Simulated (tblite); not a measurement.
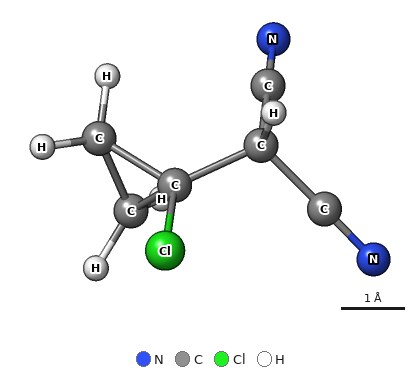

**Figure 1.** The structure (ball-and-stick view, seen at a tilt). Bond lengths as drawn: C–C 1.45 to 1.53 Å, C–Cl 1.77 Å, C–H 1.08 to 1.10 Å and C–N 1.14 Å.

# Relaxed scan, with input and output: C6H5ClN2

C6H5ClN2, SMILES N#CC(C#N)C1(Cl)CC1, computed with GFN2-xTB relaxed scan under a harmonic restraint, gas phase (tblite 0.8.0).

Input file
```
{"job": {"xc": "GFN2-xTB", "basis": "xTB", "coordinate": [["t", [1, 2, 5, 6], 0.1111111111111111], ["t", [1, 2, 5, 7], 0.1111111111111111], ["t", [1, 2, 5, 8], 0.1111111111111111], ["t", [3, 2, 5, 6], 0.1111111111111111], ["t", [3, 2, 5, 7], 0.1111111111111111], ["t", [3, 2, 5, 8], 0.1111111111111111], ["t", [9, 2, 5, 6], 0.1111111111111111], ["t", [9, 2, 5, 7], 0.1111111111111111], ["t", [9, 2, 5, 8], 0.1111111111111111]], "kind": "drive"}, "charge": 0, "multiplicity": 1}
N      3.049391    -0.989704    -0.220153
C      2.153158    -0.355106     0.087418
C      0.998153     0.445044     0.463111
C      0.873886     1.533473    -0.487284
N      0.777109     2.386462    -1.239196
C     -0.257487    -0.424835     0.494335
Cl    -0.134273    -1.652708     1.768470
C     -1.606337     0.156520     0.211423
C     -0.970067    -0.790796    -0.767676
H      1.178672     0.871897     1.460378
H     -2.437053    -0.201424     0.799239
H     -1.666750     1.204256    -0.044839
H     -1.372350    -1.788319    -0.850033
H     -0.586730    -0.395233    -1.697359
```

The first line tells a small driver script what to run in tblite; the rest is the geometry in Å.

Hardware: 1 CPU thread, shared host.

Launch command:
```bash
OMP_NUM_THREADS=1 python <driver script> task.json out
```

What the program printed
```
point  coordinate     E/eV
  0      0.000     -698.85261
  1     15.000     -698.82968
  2     30.100     -698.81189
  3     45.300     -698.80927
  4     60.400     -698.82275
  5     75.400     -698.84528
  6     90.300     -698.86245
  7    105.000     -698.85694
```

Summary

```tsv
quantity	value
outcome	converged
wall time	2.6 s
peak memory	0.19 GiB
```
